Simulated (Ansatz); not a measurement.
A series of calculations on CH$_{4}$BO

Part 1: Relaxation

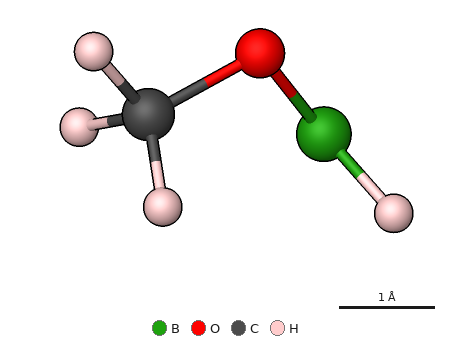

Starting structure of CH$_{4}$BO (multiplicity 2). The picture is a ball-and-stick view, seen at a tilt.

The run prepares an end point of a later path (torsion) calculation, from a guessed geometry.

Method: Ansatz 0.2.0, UKS PBE0-D4/cc-pVDZ.

The input:
```yaml
crystal:
  periodic: [false, false, false]
  atoms:
    - { symbol: B, position_ang: [-0.9765, -1.1932, -0.4088] }
    - { symbol: O, position_ang: [-0.5668, -0.3161, 0.6985] }
    - { symbol: C, position_ang: [0.5586, 0.381, 0.276] }
    - { symbol: H, position_ang: [-1.7242, -0.7057, -1.2062] }
    - { symbol: H, position_ang: [0.3809, 1.0589, -0.5803] }
    - { symbol: H, position_ang: [0.9396, 1.024, 1.1337] }
    - { symbol: H, position_ang: [1.4497, -0.3169, 0.0413] }
magnetization:
  spin_polarized: true
  initial_magnetization: 1
basis:
  gaussian: { orbitals: cc-pVDZ }
hamiltonian:
  xc: pbe0
  dispersion: d4
relax:
  f_tol: 0.015
  max_steps: 40
```

Launched with:
```bash
ansatz run input.yaml --threads 1 --pin off --max-ram 2048MiB --backend cpu --events-out ev --progress --plain --runs-dir out
```

**What does the optimiser find from here?**

O2 moves most after the best rigid fit: 0.50 Å. Largest moves by element: O 0.50 Å, B 0.45 Å, H 0.32 Å, C 0.10 Å. Near-neighbour distances that change, for instance: B1–O2 1.471 → 1.327 Å, C3–H7 1.156 → 1.099 Å, C3–H6 1.138 → 1.099 Å, O2–C3 1.390 → 1.426 Å. Bond angles that change, for instance: B1–O2–C3 107.2° → 123.7°, O2–B1–H4 115.6° → 124.8°, H6–C3–H7 103.7° → 108.9°. Groups turn about B1–O2 by about 90°, O2–C3 by about 60°. Over 9 accepted moves (10 points after the start) the energy falls by 93.9 kJ/mol. The largest force component goes from 2.9 to 0.0064 eV/Å. The line search rejected the trial step at point 5 of the run. The run took 27 s on 1 thread of Arm Neoverse V2 (shared host), peak memory 0.14 GiB.

Step by step:

| step | E − E(0), kJ/mol | largest force component, eV/Å | note |
| --- | --- | --- | --- |
| 0 | 0.00 | 2.8814 |  |
| 1 | -28.46 | 1.8711 |  |
| 2 | -60.23 | 1.7370 |  |
| 3 | -71.04 | 1.9575 |  |
| 4 | -91.55 | 0.7929 |  |
| 5 | -88.64 | 0.9232 | rejected |
| 6 | -93.52 | 0.2000 |  |
| 7 | -93.66 | 0.0557 |  |
| 8 | -93.85 | 0.0434 |  |
| 9 | -93.88 | 0.0029 |  |
| 10 | -93.89 | 0.0064 |  |

Final geometry:

```xyz
7

B    -1.3242   -1.0252   -0.1802
O    -0.2769   -0.7083    0.5705
C     0.6404    0.3357    0.2491
H    -1.6270   -0.4710   -1.2220
H     0.3625    0.8342   -0.6929
H     0.6403    1.0656    1.0713
H     1.6462   -0.0991    0.1582
```

The end point in the same view:

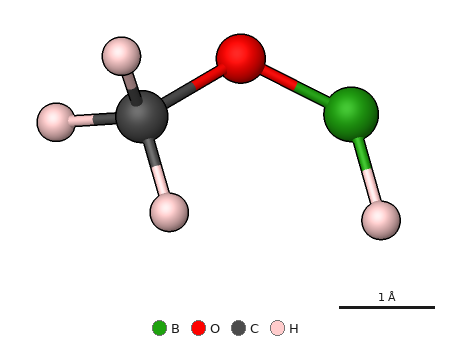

Part 2: Relaxation

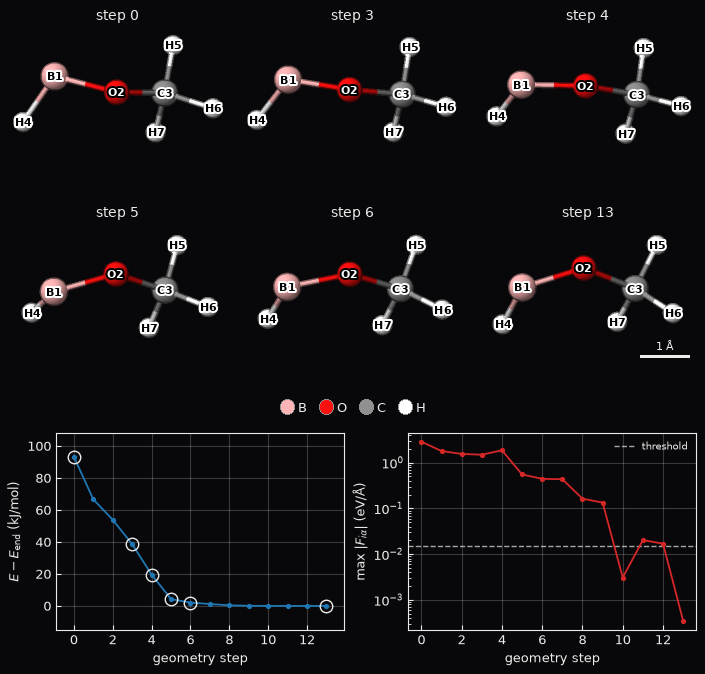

Frames of a relaxation of CH4BO (multiplicity 2), marked on the history of the run. The picture is a ball-and-stick view, seen from a free direction.

The run prepares an end point of a later path (torsion) calculation, from a guessed geometry.

Method: Ansatz 0.2.0, UKS PBE0-D4/cc-pVDZ.

Input
```yaml
crystal:
  periodic: [false, false, false]
  atoms:
    - { symbol: B, position_ang: [-0.9765, -1.1932, -0.4088] }
    - { symbol: O, position_ang: [-0.5668, -0.3161, 0.6985] }
    - { symbol: C, position_ang: [-1.46316, -0.52287, 1.74002] }
    - { symbol: H, position_ang: [-1.7242, -0.7057, -1.2062] }
    - { symbol: H, position_ang: [-1.44698, -1.54654, 2.1598] }
    - { symbol: H, position_ang: [-1.21168, 0.18817, 2.59174] }
    - { symbol: H, position_ang: [-2.54628, -0.23604, 1.45576] }
magnetization:
  spin_polarized: true
  initial_magnetization: 1
basis:
  gaussian: { orbitals: cc-pVDZ }
hamiltonian:
  xc: pbe0
  dispersion: d4
relax:
  f_tol: 0.015
  max_steps: 40
```

Run as
```bash
ansatz run input.yaml --threads 1 --pin off --max-ram 2048MiB --backend cpu --events-out ev --progress --plain --runs-dir out
```

Q: What happens along the run?

A: The largest move after the best rigid fit is that of O2, 0.47 Å. By element the largest moves are O 0.47 Å, B 0.46 Å, H 0.29 Å, C 0.07 Å. Some distances before and after: B1–O2 1.471 → 1.327 Å, C3–H7 1.156 → 1.101 Å, C3–H6 1.138 → 1.099 Å, O2–C3 1.390 → 1.426 Å. Among the angles between lasting bonds that change: B1–O2–C3 107.2° → 123.7°, O2–B1–H4 115.6° → 124.9°, H6–C3–H7 103.7° → 109.8°. Groups turn about B1–O2 by about 90°, O2–C3 by about 60°. After 13 geometry steps the energy has fallen by 93.4 kJ/mol. The largest force component goes from 2.9 to 0.00035 eV/Å. The run took 33 s on 1 thread of Arm Neoverse V2, with other jobs on the host, peak memory 0.14 GiB. From step 0 to 3: B1 moves most (0.25 Å), energy −54.7 kJ/mol. From step 3 to 4: B and H atoms move most (0.19 Å), energy −19.0 kJ/mol. From step 4 to 5: B and O atoms move most (0.20 Å), energy −15.4 kJ/mol. From step 5 to 6: H4 moves most (0.14 Å), energy −2.17 kJ/mol. From step 6 to 13: H4 moves most (0.15 Å), energy −2.10 kJ/mol.

Part 3: Path

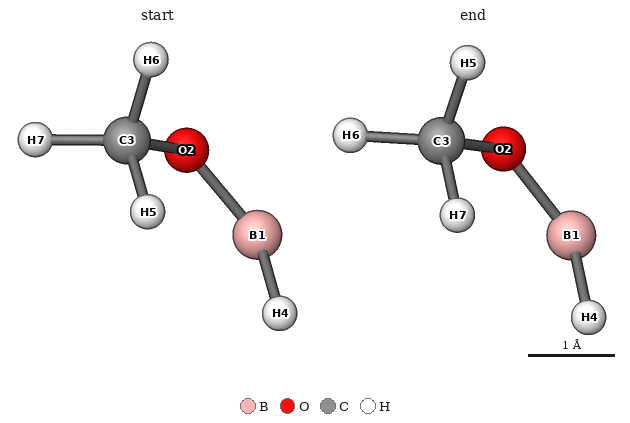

The two relaxed end points of a path for CH₄BO (multiplicity 2). A ball-and-stick model, seen from a free direction.

Level of theory: UKS PBE0-D4/cc-pVDZ (Ansatz).

Input
```yaml
crystal:
  periodic: [false, false, false]
  atoms:
    - { symbol: B, position_ang: [-1.327627, -1.022703, -0.168032] }
    - { symbol: O, position_ang: [-0.276061, -0.704096, 0.576006] }
    - { symbol: C, position_ang: [0.642469, 0.335598, 0.2442] }
    - { symbol: H, position_ang: [-1.633681, -0.474042, -1.211775] }
    - { symbol: H, position_ang: [0.361533, 0.829146, -0.699544] }
    - { symbol: H, position_ang: [0.647999, 1.070423, 1.062013] }
    - { symbol: H, position_ang: [1.646667, -0.102326, 0.151332] }
magnetization:
  spin_polarized: true
  initial_magnetization: 1
basis:
  gaussian: { orbitals: cc-pVDZ }
hamiltonian:
  xc: pbe0
  dispersion: d4
neb:
  order_check: false
  images: 7
  f_tol: 0.05
  max_iterations: 60
  initial_path: idpp
  final_atoms:
    - { symbol: B, position_ang: [-1.4666246, -0.79523795, -0.21633434] }
    - { symbol: O, position_ang: [-0.83090125, 0.20323259, 0.38322349] }
    - { symbol: C, position_ang: [0.56032218, 0.47018991, 0.21558821] }
    - { symbol: H, position_ang: [-0.94781418, -1.59600217, -0.97359064] }
    - { symbol: H, position_ang: [0.67440838, 1.48739401, -0.18528716] }
    - { symbol: H, position_ang: [1.04648015, 0.41813844, 1.20014908] }
    - { symbol: H, position_ang: [1.02542832, -0.25571482, -0.46954863] }
```

Launched with:
```bash
ansatz run input.yaml --threads 1 --pin off --max-ram 2048MiB --backend cpu --events-out ev --progress --plain --runs-dir out
```

### What barrier does the band find between them, and by what path?

The two ends have the same energy, and the highest point, image 4, lies 0.87 kcal/mol above the start. The motion is a rotation about the B1–O2 bond, with a turn of about 120° about O2–C3. No bond forms or breaks between the ends. The band converged in 5 iterations, with a climbing image at the top.

Energies of the converged images:

```csv
image,path (Å),E (kcal/mol)
0,0.00,0.00
1,0.31,0.13
2,0.63,0.44
3,0.94,0.74
4,1.25,0.87
5,1.56,0.74
6,1.88,0.44
7,2.19,0.13
8,2.50,0.00
```

The geometry at the top of the path:

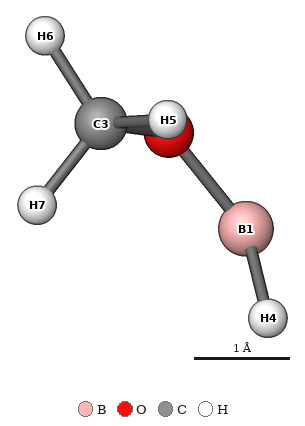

The run took 86 s on 1 thread of Arm Neoverse V2, on a shared host, peak memory 0.13 GiB.
